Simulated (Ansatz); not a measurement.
Stretching the Si4–H5 bond in GaH5Si (SMILES [SiH3][GaH2]) (multiplicity 1 held, fragments rigid). Energies count from the point at 1.488 Å.
Geometry at that point (charge 0, multiplicity 1):
```xyz
7

Ga     0.0214    -0.3802    -0.7300
H     -1.2890    -0.5161    -1.5946
H      1.3585    -0.9627    -1.3251
Si    -0.0393     0.7330     1.4213
H     -0.0485     2.2044     1.2014
H      1.1342     0.4111     2.2710
H     -1.2689     0.3879     2.1794
```

Restricted levels (R-, RO-) in cc, def2 and unpolarised 6-31G sets keep to the state of the molecule at rest. Active spaces are followed from a long bond inwards. Curves can end on different states.

Cores are frozen in the correlated methods. Filled d and f shells under p-block atoms count as core.

Run with Ansatz (a program for electronic structure) with Gaussian orbitals. Each number belongs to the level named beside it.

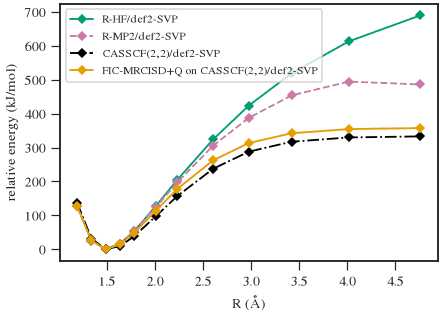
Figure. Relative energy along the coordinate

Doubts at one or more of the structures used: a restricted determinant that unrestricted orbitals would lower (R-HF/def2-SVP, R-MP2/def2-SVP).
